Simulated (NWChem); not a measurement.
**One shape, several levels: C4H10O (2-methyl-1-propanol)**

Aim: a comparison of 4 runs (M06-L/cc-pVDZ, PBE0/cc-pVDZ, TPSS/cc-pVDZ, r2SCAN/cc-pVDZ) of C4H10O (2-methyl-1-propanol). 

Program for the calculation: NWChem 7.3.0.

### Step 1. The molecule

C4H10O has 15 atoms, charge 0, and is taken as a singlet. As SMILES, `CC(C)CO`. The C2–H9 distance was set to 2.413 Å, away from the relaxed value. At this shape a bond of the SMILES string is far longer than usual.

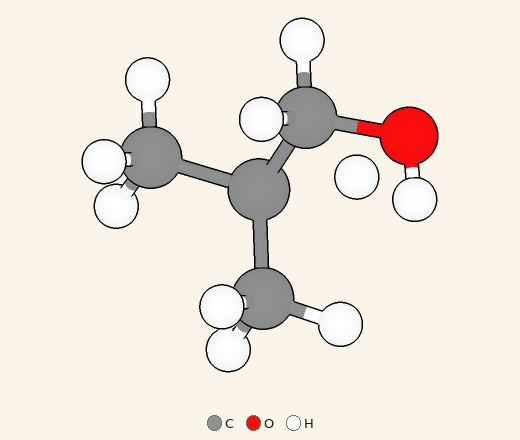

Viewed from a chosen angle; carbon grey, oxygen red, hydrogen white.

### Step 2. The energy at M06-L/cc-pVDZ (run 1)

a.nw

```
start a
memory 2200 mb

geometry units au noautosym nocenter noautoz
 C   -3.13969492  -1.85449785   0.95459137
 C   -0.79813528  -1.44537214  -0.66169138
 C    0.68359898  -3.88765419  -0.97746462
 C   -1.47276750  -0.37975558  -3.24740364
 O   -2.67331051   1.99940961  -3.16406672
 H   -4.15580066  -0.08949365   1.30362379
 H   -2.64231900  -2.63665549   2.79953099
 H   -4.43982649  -3.18354223   0.04374338
 H    1.85930153   1.63196748   1.40331062
 H    2.38945475  -3.59758123  -2.10582009
 H   -0.46044122  -5.32875933  -1.92327254
 H    1.25845366  -4.65223738   0.85179027
 H    0.25085169  -0.09799742  -4.35081472
 H   -2.63853955  -1.76530278  -4.27484773
 H   -4.31415970   1.78738234  -2.42045949
end

basis spherical bse
 * library cc-pVDZ
end

dft
 xc m06-l
 grid fine
 convergence energy 1e-08
 iterations 100
 mulliken
end

task dft
```

Launch:

```bash
$ nwchem a.nw > a.out
```

Log:

```text
[...]
          Wavefunction type:  closed shell.
          No. of atoms     :    15
          No. of electrons :    42
[...]
          Charge           :     0
          Spin multiplicity:     1
[...]
          AO basis - number of functions:   120
[...]
              XC Information
              --------------
                        M06-L Method XC Functional
                         M06-L Exchange Functional  1.000
                       M06-L Correlation Potential  1.000
[...]
 d= 0,ls=0.0,diis     1   -233.3981645383 -4.23D+02  1.36D-02  6.57D-01     6.6
[...]
 d= 0,ls=0.0,diis    14   -233.4818885861 -2.51D-09  2.79D-07  2.60D-09    79.9
         Total DFT energy =     -233.481888586086
      One electron energy =     -691.013073491378
           Coulomb energy =      301.475321632898
    Exchange-Corr. energy =      -33.892689484917
 Nuclear repulsion energy =      189.948552757313
[...]
      Total Density - Mulliken Population Analysis
     ---------------------------------------------
    Atom       Charge   Shell Charges
 -----------   ------   -------------------------------------------------------
    1 C    6     6.06   2.01  0.67  0.41  2.09  0.83  0.04
    2 C    6     6.21   2.01  0.70  0.67  1.90  0.84  0.09
    3 C    6     6.05   2.01  0.67  0.41  2.09  0.82  0.04
    4 C    6     5.79   2.01  0.70  0.34  2.03  0.60  0.11
    5 O    8     8.32   2.01  0.86  0.88  2.83  1.72  0.01
    6 H    1     0.95   0.76  0.15  0.03
    7 H    1     0.93   0.76  0.14  0.03
    8 H    1     0.95   0.76  0.16  0.03
    9 H    1     1.18   0.51  0.67  0.00
   10 H    1     0.94   0.76  0.15  0.03
[...]
```

It took 81 s on 1 thread of Intel Xeon Platinum 8559C (Emerald Rapids), shared host; peak memory 0.12 GiB.

### Step 3. A single-point energy at PBE0/cc-pVDZ (run 2)

job.nw

```
start job
title "C4H10O"
memory stack 880 mb heap 220 mb global 1100 mb

geometry units atomic noautosym nocenter noautoz
  C   -3.13969492  -1.85449785   0.95459137
  C   -0.79813528  -1.44537214  -0.66169138
  C    0.68359898  -3.88765419  -0.97746462
  C   -1.47276750  -0.37975558  -3.24740364
  O   -2.67331051   1.99940961  -3.16406672
  H   -4.15580066  -0.08949365   1.30362379
  H   -2.64231900  -2.63665549   2.79953099
  H   -4.43982649  -3.18354223   0.04374338
  H    1.85930153   1.63196748   1.40331062
  H    2.38945475  -3.59758123  -2.10582009
  H   -0.46044122  -5.32875933  -1.92327254
  H    1.25845366  -4.65223738   0.85179027
  H    0.25085169  -0.09799742  -4.35081472
  H   -2.63853955  -1.76530278  -4.27484773
  H   -4.31415970   1.78738234  -2.42045949
end

basis spherical bse
  * library cc-pVDZ
end

dft
  xc pbe0
  grid fine
  convergence energy 1e-08
  iterations 100
  mulliken
end

task dft energy
```

Launch:

```bash
$ nwchem job.nw > job.out
```

Log:

```text
[...]
          Wavefunction type:  closed shell.
          No. of atoms     :    15
          No. of electrons :    42
[...]
          Charge           :     0
          Spin multiplicity:     1
[...]
          AO basis - number of functions:   120
[...]
              XC Information
              --------------
                         PBE0 Method XC Functional
                     Hartree-Fock (Exact) Exchange  0.250
          PerdewBurkeErnzerhof Exchange Functional  0.750
            Perdew 1991 LDA Correlation Functional  1.000 local
           PerdewBurkeErnz. Correlation Functional  1.000 non-local
[...]
 d= 0,ls=0.0,diis     1   -233.1476427531 -4.23D+02  1.10D-02  6.69D-01     5.8
[...]
 d= 0,ls=0.0,diis    11   -233.2308195904 -2.67D-09  1.78D-07  9.38D-10    53.8
         Total DFT energy =     -233.230819590421
      One electron energy =     -691.012659935450
           Coulomb energy =      301.427272659487
    Exchange-Corr. energy =      -33.593985071772
 Nuclear repulsion energy =      189.948552757313
[...]
      Total Density - Mulliken Population Analysis
     ---------------------------------------------
    Atom       Charge   Shell Charges
 -----------   ------   -------------------------------------------------------
    1 C    6     6.04   2.01  0.66  0.38  2.11  0.85  0.04
    2 C    6     6.24   2.01  0.68  0.67  1.89  0.89  0.09
    3 C    6     6.03   2.01  0.66  0.37  2.11  0.83  0.04
    4 C    6     5.82   2.01  0.68  0.33  2.05  0.64  0.11
    5 O    8     8.27   2.01  0.84  0.88  2.85  1.68  0.01
    6 H    1     0.95   0.74  0.18  0.03
    7 H    1     0.94   0.74  0.17  0.03
    8 H    1     0.95   0.74  0.19  0.03
    9 H    1     1.15   0.49  0.66  0.00
   10 H    1     0.94   0.74  0.17  0.03
[...]
```

It took 55 s on 1 thread of Intel Xeon Platinum 8559C (Emerald Rapids), shared host; peak memory 0.12 GiB.

Run 3 isn't shown in full; the table further down has it.

### Step 4. A single-point energy at r2SCAN/cc-pVDZ (run 4)

run.py

```python
from ase import Atoms
from ase.calculators.nwchem import NWChem

system = Atoms(['C', 'C', 'C', 'C', 'O', 'H', 'H', 'H', 'H', 'H', 'H', 'H', 'H', 'H', 'H'], positions=[
    [-1.661455, -0.981358, 0.505148],
    [-0.422355, -0.764858, -0.350152],
    [0.361745, -2.057258, -0.517252],
    [-0.779355, -0.200958, -1.718452],
    [-1.414655, 1.058042, -1.674352],
    [-2.199155, -0.047358, 0.689848],
    [-1.398255, -1.395258, 1.481448],
    [-2.349455, -1.684658, 0.023148],
    [0.983900, 0.863600, 0.742600],
    [1.264445, -1.903758, -1.114352],
    [-0.243655, -2.819858, -1.017752],
    [0.665945, -2.461858, 0.450748],
    [0.132745, -0.051858, -2.302352],
    [-1.396255, -0.934158, -2.262152],
    [-2.282955, 0.945842, -1.280852],
])

calc = NWChem(
    label='c4h10o',
    theory='dft',
    memory='2200 mb',
    basis='cc-pVDZ',
    basispar='spherical bse',
    dft={'xc': 'r2scan', 'mult': '1', 'grid': 'fine', 'convergence': 'energy 1e-08', 'iterations': '100', 'mulliken': None},
    task='energy',
)
system.calc = calc

e = system.get_potential_energy()
print(f"E = {e:.6f} eV")
print("dipole (e A):", system.get_dipole_moment().round(4))
```

Launch:

```bash
$ export ASE_NWCHEM_COMMAND="nwchem PREFIX.nwi > PREFIX.nwo"
$ python run.py
```

Log:

```text
E = -6350.466397 eV
dipole (e A): [-0.4247 -0.5971 -0.0968]
```

The calculator wrote c4h10o.nwi:

```
title "c4h10o"

permanent_dir c4h10o

scratch_dir c4h10o

start c4h10o

geometry units angstrom nocenter noautosym noautoz
  C  -1.6614549999999999e+00 -9.8135799999999995e-01 5.0514800000000004e-01
  C  -4.2235499999999998e-01 -7.6485800000000004e-01 -3.5015200000000002e-01
  C  3.6174499999999998e-01 -2.0572580000000000e+00 -5.1725200000000005e-01
  C  -7.7935500000000002e-01 -2.0095800000000000e-01 -1.7184520000000001e+00
  O  -1.4146550000000000e+00 1.0580419999999999e+00 -1.6743520000000001e+00
  H  -2.1991550000000002e+00 -4.7357999999999997e-02 6.8984800000000002e-01
  H  -1.3982550000000000e+00 -1.3952580000000001e+00 1.4814480000000001e+00
  H  -2.3494549999999998e+00 -1.6846580000000000e+00 2.3147999999999998e-02
  H  9.8390000000000000e-01 8.6360000000000003e-01 7.4260000000000004e-01
  H  1.2644450000000000e+00 -1.9037580000000001e+00 -1.1143520000000000e+00
  H  -2.4365500000000001e-01 -2.8198580000000000e+00 -1.0177520000000000e+00
  H  6.6594500000000001e-01 -2.4618579999999999e+00 4.5074799999999998e-01
  H  1.3274500000000000e-01 -5.1858000000000001e-02 -2.3023520000000000e+00
  H  -1.3962550000000000e+00 -9.3415800000000004e-01 -2.2621519999999999e+00
  H  -2.2829549999999998e+00 9.4584199999999996e-01 -1.2808520000000001e+00
end

memory 2200 mb

basis spherical bse noprint
   * library cc-pVDZ
end

dft
  xc r2scan
  mult 1
  grid fine
  convergence energy 1e-08
  iterations 100
  mulliken
end

task dft energy
```

c4h10o.nwo:

```text
Northwest Computational Chemistry Package (NWChem) 7.3.0
             --------------------------------------------------------

           Job information
           ---------------

    nwchem branch   = 7.3.0
    use scalapack   = T
    input           = c4h10o.nwi
    prefix          = c4h10o.
    data base       = c4h10o/c4h10o.db
    status          = startup
    nproc           =        1

           Memory information
           ------------------

    heap     =     72089600 doubles =      550.0 Mbytes
    stack    =     72089597 doubles =      550.0 Mbytes
    global   =    144179200 doubles =     1100.0 Mbytes (distinct from heap & stack)
    total    =    288358397 doubles =     2200.0 Mbytes
    verify   = yes
    hardfail = no

[... 113 lines left out ...]
  convergence criterion.
[... 18 lines left out ...]
          Convergence on density requested:  1.00D-05
[... 22 lines left out ...]
          Convergence Information
[... 61 lines left out ...]
   convergence    iter        energy       DeltaE   RMS-Dens  Diis-err    time
[... 23 lines left out ...]
           Coulomb energy =      301.422670443271
[... 7 lines left out ...]
                       DFT Final Molecular Orbital Analysis
[... 864 lines left out ...]
 center of mass
 --------------
 x =  -1.51846162 y =  -1.03815625 z =  -1.43822212

 moments of inertia (a.u.)
 ------------------
         548.340086298349         134.221983810373          -0.483852452315
         134.221983810373         407.321942670270         148.897960309091
          -0.483852452315         148.897960309091         505.584698507567

     Multipole analysis of the density
     ---------------------------------

     L   x y z        total         alpha         beta         nuclear
     -   - - -        -----         -----         ----         -------
     0   0 0 0      0.000000    -21.000000    -21.000000     42.000000

     1   1 0 0     -0.802580     30.919459     30.919459    -62.641497
[... 8 lines of this table left out ...]
     2   0 0 2    -25.465402   -123.043171   -123.043171    220.620941

 Task  times  cpu:       67.0s     wall:       67.0s
 Total times  cpu:       67.1s     wall:       67.1s
```

It took 68 s on 1 thread of Intel Xeon Platinum 8559C (Emerald Rapids), shared host; peak memory 0.12 GiB.

### Step 5. Overview of the runs

```csv
run,level,energy (Eh),dipole moment (D),HOMO energy (eV),LUMO energy (eV),wall time
1,M06-L/cc-pVDZ,-233.481889,3.73,-5.59,-3.15,81 s
2,PBE0/cc-pVDZ,-233.230820,3.53,-6.36,-2.46,55 s
3,TPSS/cc-pVDZ,-233.553755,3.56,-5.59,-3.22,68 s
4,r2SCAN/cc-pVDZ,-233.375337,3.55,-5.65,-3.21,68 s
```

### Step 6. Summary of results

| quantity | value |
| --- | --- |
| run 4: total energy | -233.37534 Eh |
| run 4: dipole moment | 3.55 D |
| run 4: HOMO energy | -5.65 eV |
| run 4: LUMO energy | -3.21 eV |
| run 4: HOMO–LUMO gap | 2.44 eV |

What this shows: The dipole moment (its size) runs from 3.53 D (PBE0/cc-pVDZ) to 3.73 D (M06-L/cc-pVDZ). The HOMO–LUMO gap runs from 2.37 eV (TPSS/cc-pVDZ) to 3.90 eV (PBE0/cc-pVDZ). Totals of different functionals can't be ranked against each other. In runs 1, 2, 3, 4 a closed-shell determinant meets a far-stretched bond, which it describes badly. All runs together took 4.5 min, the longest 81 s.
